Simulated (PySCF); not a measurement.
# Frequency calculation, with input and output: RuO$_{3}$

RuO$_{3}$, multiplicity 3, computed with UKS-based PBE0, Ru def2-TZVP with ECP28, O def2-TZVP; non-relativistic Hamiltonian with a scalar-relativistic core potential; density fitting (PySCF 2.14.0).

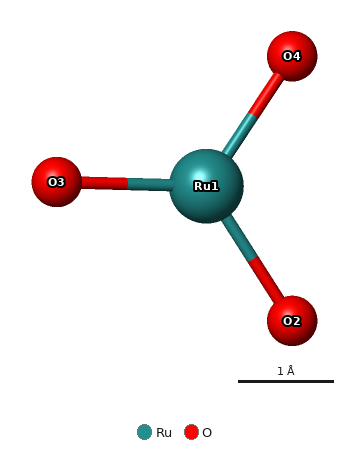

**Figure 1.** The structure as given in the input (ball-and-stick view, seen at an oblique angle; atoms are numbered from 1 in the order of the input). Sticks mark near contacts.

### Results in brief

| quantity | value |
| --- | --- |
| outcome | converged |
| total energy | −320.347268 hartree |
| ⟨S²⟩ | 2.179 |
| zero-point energy | 0.007460 hartree |
| dipole moment | 0.72 D |
| wavenumbers, lowest and highest | 100 and 944 cm⁻¹ |
| hardware | 4 threads of Arm Neoverse V1, 24 GiB of memory available, shared host |
| wall time | 70 s (CPU time 3.9 min) |
| peak memory | 1.5 GiB |

### Input
```python
from pyscf import gto, scf, dft
mol = gto.M(atom='''
Ru    -0.013208     0.022859     0.000000
O      1.676650    -0.109261    -0.000000
O     -0.849930     1.470973     0.000000
O     -0.742684    -1.507155    -0.000000''',
    basis={'Ru': 'def2-TZVP', 'O': 'def2-TZVP'},
    ecp={'Ru': 'def2-TZVP'},
    charge=0, spin=2)
mf = dft.UKS(mol, xc='PBE0')
mf.grids.atom_grid = (75, 302)
aux = {'Ru': 'def2-universal-JKFIT', 'O': 'def2-universal-JKFIT'}
mf = mf.density_fit(auxbasis=aux)
mf.conv_tol = 1e-09
mf.diis_space = 10
mf.max_cycle = 60
mf.verbose = 4
mf.kernel()
```

The script is an equivalent of the set-up of the self-consistent field. The run itself was carried out by a driver, which started from the orbitals of the step before it where there was one and computed the further properties.

Launched with:
```bash
OMP_NUM_THREADS=4 python axn.py task.json out
```

### Output
```
init E= -320.347268367367
  alpha nocc = 21  HOMO = -0.306486181650087  LUMO = -0.141128907928074
  beta  nocc = 19  HOMO = -0.358150090449388  LUMO = -0.202092090538461
  HOMO = -0.30648618165  LUMO = -0.202092090538  gap/eV = 2.84071
cycle= 1 E= -320.3472683672  delta_E= 1.66e-10  |g|= 2.15e-05  |ddm|= 1.32e-05
  alpha nocc = 21  HOMO = -0.306489081154616  LUMO = -0.141131861346423
  beta  nocc = 19  HOMO = -0.35815451314121  LUMO = -0.202092570229716
  HOMO = -0.306489081155  LUMO = -0.20209257023  gap/eV = 2.84077
cycle= 2 E= -320.347268364665  delta_E= 2.54e-09  |g|= 8.31e-05  |ddm|= 5.03e-05
  alpha nocc = 21  HOMO = -0.306486535363572  LUMO = -0.14112935296934
  beta  nocc = 19  HOMO = -0.358150647151412  LUMO = -0.20209218807199
  HOMO = -0.306486535364  LUMO = -0.202092188072  gap/eV = 2.84071
cycle= 3 E= -320.34726836738  delta_E= -2.71e-09  |g|= 2.72e-06  |ddm|= 4.01e-05
  alpha nocc = 21  HOMO = -0.306486553698566  LUMO = -0.141129391995872
  beta  nocc = 19  HOMO = -0.358150829664332  LUMO = -0.202092095582987
  HOMO = -0.306486553699  LUMO = -0.202092095583  gap/eV = 2.84072
cycle= 4 E= -320.347268367383  delta_E= -3.13e-12  |g|= 8.51e-07  |ddm|= 1.47e-06
  alpha nocc = 21  HOMO = -0.30648673478882  LUMO = -0.141129625351375
  beta  nocc = 19  HOMO = -0.358150869187713  LUMO = -0.202092398667865
  HOMO = -0.306486734789  LUMO = -0.202092398668  gap/eV = 2.84071
Extra cycle  E= -320.347268367381  delta_E= 1.71e-12  |g|= 2.68e-06  |ddm|= 1.74e-06
converged SCF energy = -320.347268367381  <S^2> = 2.1790313  2S+1 = 3.11707
```

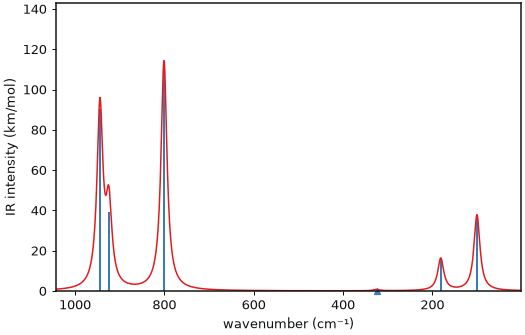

**Figure 2.** Harmonic infrared spectrum, unscaled: sticks (degenerate modes added up, dark ones marked on the axis) with a Lorentzian envelope of 16 cm⁻¹ full width, scaled to the tallest stick. 6 modes from 100 to 944 cm⁻¹, none imaginary. The strongest line is at 801 cm⁻¹ (114 km/mol). All modes, in cm⁻¹ (km/mol): 100 (38), 181 (16.1), 324 (0.6), 801 (114), 924 (39), 944 (90).

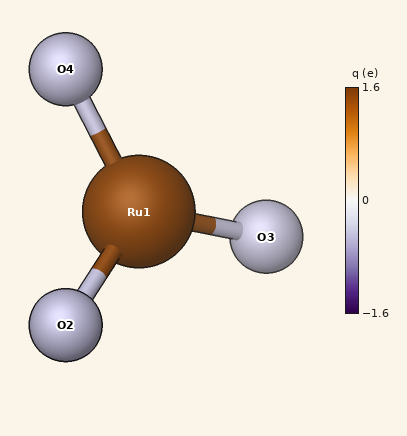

**Figure 3.** Mulliken charges, as the colour of each atom (ball-and-stick view, seen at an oblique angle; atoms are numbered from 1 in the order of the input). By element: Ru +1.52 and O −0.51 to −0.50 e.
